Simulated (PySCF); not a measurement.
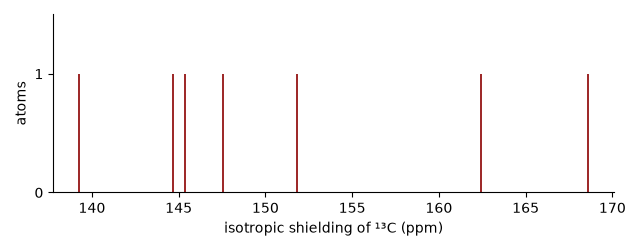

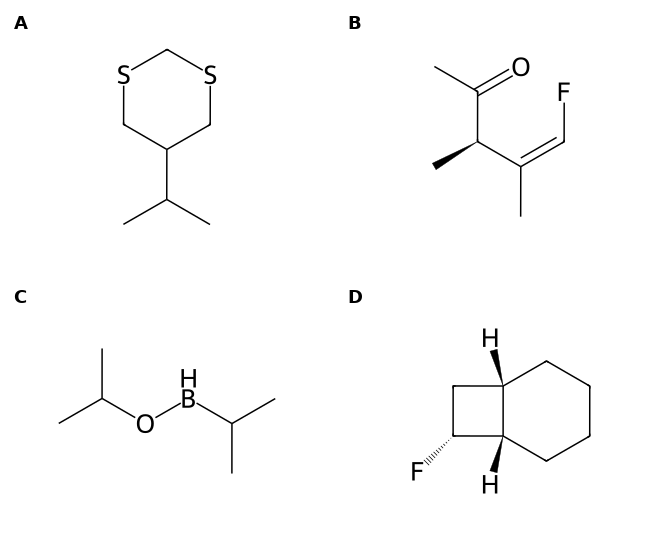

The sticks are computed shieldings of one of the molecules, for one fixed geometry (PBE0-D3(BJ)/def2-SVP) without averaging over rotations. Low shielding means a high chemical shift. Method: GIAO PBE0/pcSseg-1 NMR shielding, non-relativistic, IEF-PCM acetonitrile (PySCF 2.14.0).

**Match the spectrum to a structure.**

A, `CC(C)C1CSCSC1`. Its 7 C atoms give lines at 139.2, 144.7, 145.4, 147.5, 151.8, 162.4, 168.6 ppm.
